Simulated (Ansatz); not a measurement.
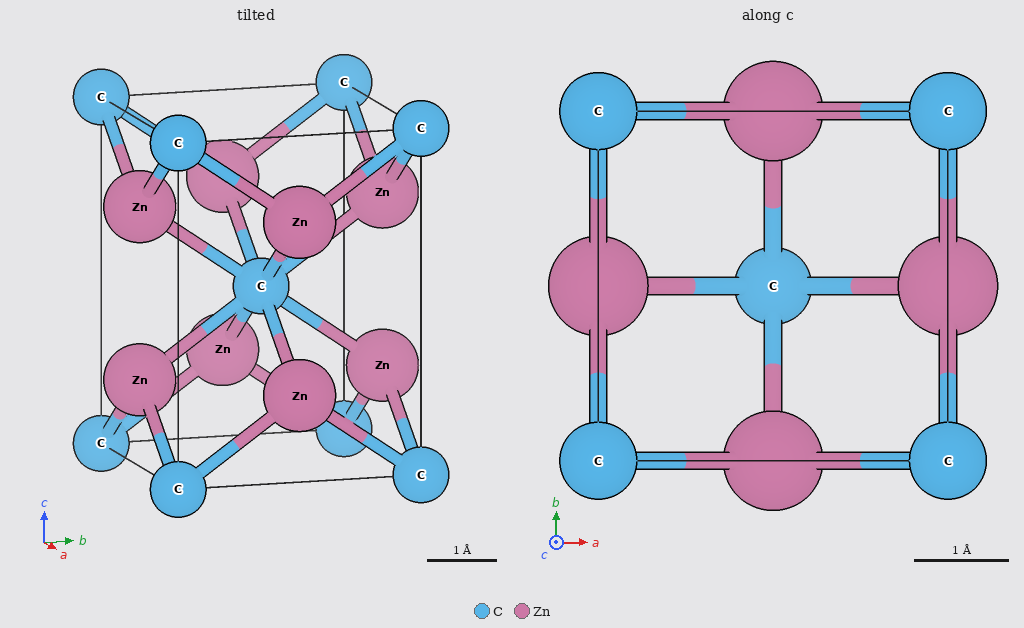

The figure gives a ball-and-stick picture of the atoms, viewed slightly off an axis and along the c axis. One conventional unit cell is outlined, and atoms on its boundary appear in each equivalent place.

Zn2C, space group I4/mmm (No. 139), a = 3.722 Å, b = 3.722 Å, c = 5.156 Å, α = 90.00°, β = 90.00°, γ = 90.00°. Origin of the cell: a structure type filled with these elements by a generator (whether the compound takes this form wasn't checked). The cell was then strained or its atoms displaced on purpose. Ansatz was used for an electronic-structure calculation on it.

This one geometry was computed with Ansatz (DFT, plane waves, PAW) at three levels of theory: HSE06, PBE and r2SCAN. It was relaxed with r2SCAN and then strained.

> Which level gives the highest pressure at this volume, and what does that say about its equilibrium volume?

Highest: PBE (-1.4 GPa), which points to the largest equilibrium volume. Lowest, with the smallest volume: r2SCAN (-5.5 GPa). Levels within 0.5 GPa of each other can't be told apart.

> How does the band gap change with the level of theory?

PBE: a gap of 0.11 eV, direct; r2SCAN: a gap of 0.11 eV, direct; HSE06: a gap of 0.47 eV, direct.

> Collect the results in a table.

| level | cutoff (eV) | k-mesh of the run's cell | gap (eV) | pressure (GPa) |
| --- | --- | --- | --- | --- |
| HSE06 | 420 | 6×6×6 | 0.47 | -4.1 |
| PBE | 420 | 8×8×8 | 0.11 | -1.4 |
| r2SCAN | 500 | 8×8×8 | 0.11 | -5.5 |

Gaps are taken on the k-mesh or band path of each run.
